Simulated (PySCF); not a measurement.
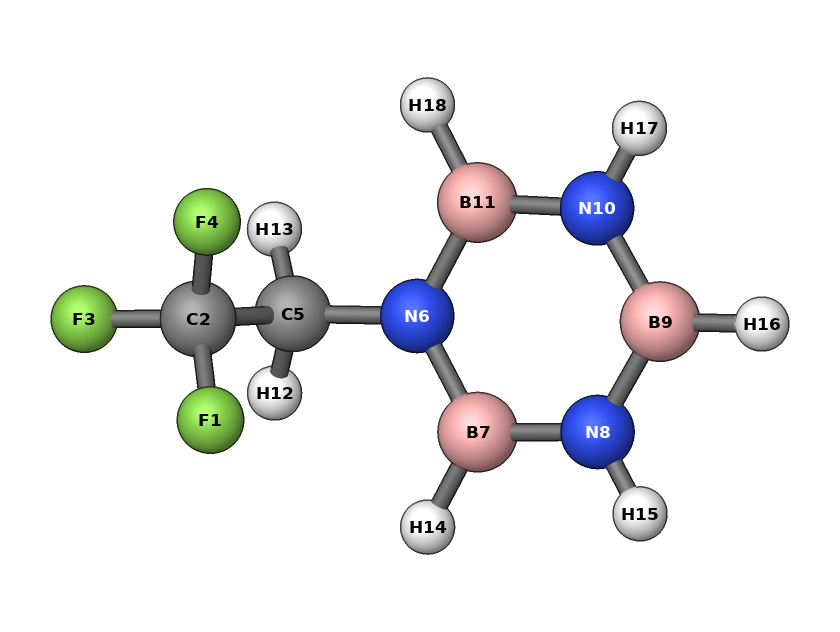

Computed geometry: PBE0-D3(BJ)/def2-SVP optimisation. No frequency run is at hand to confirm it as a minimum. Properties computed with GIAO PBE0/pcSseg-1 NMR shielding, non-relativistic, gas phase (PySCF 2.14.0). Principal shieldings σ11 ≤ σ22 ≤ σ33, span Ω = σ33 − σ11, skew κ = 3(σiso − σ22)/Ω.

Which C atom has the most anisotropic shielding?

C5, with a span of 41 ppm.

Give the shielding tensors of the C atoms.

```tsv
atom	σ11	σ22	σ33	σiso	Ω	κ
C2	52.4	55.7	56.3	54.8	4.0	−0.68
C5	113.8	116.0	154.3	128.1	40.5	0.89
```

Shieldings and span in ppm.
